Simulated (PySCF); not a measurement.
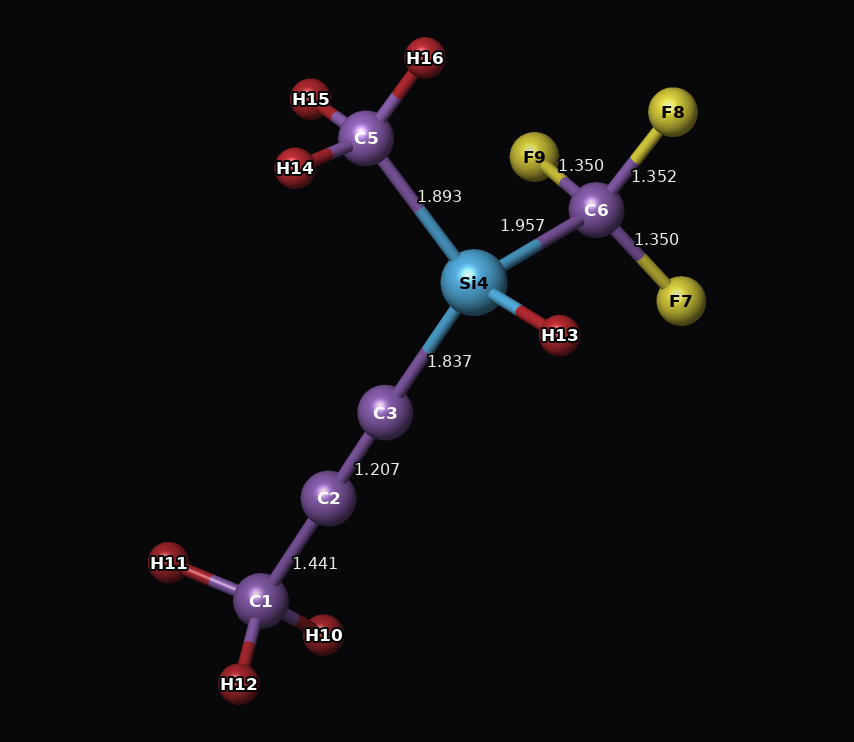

Bond lengths are marked in Å; every bond is drawn as one stick. The geometry was computed by an optimisation with GFN2-xTB. No frequency run is at hand to confirm it as a minimum.

> Assign a bond order to each marked bond.

C1–C2 single; C2–C3 triple; C3–Si4 single; Si4–C5 single; Si4–C6 single; C6–F7 single; C6–F8 single; C6–F9 single.

> Write the SMILES.

CC#C[Si@H](C)C(F)(F)F
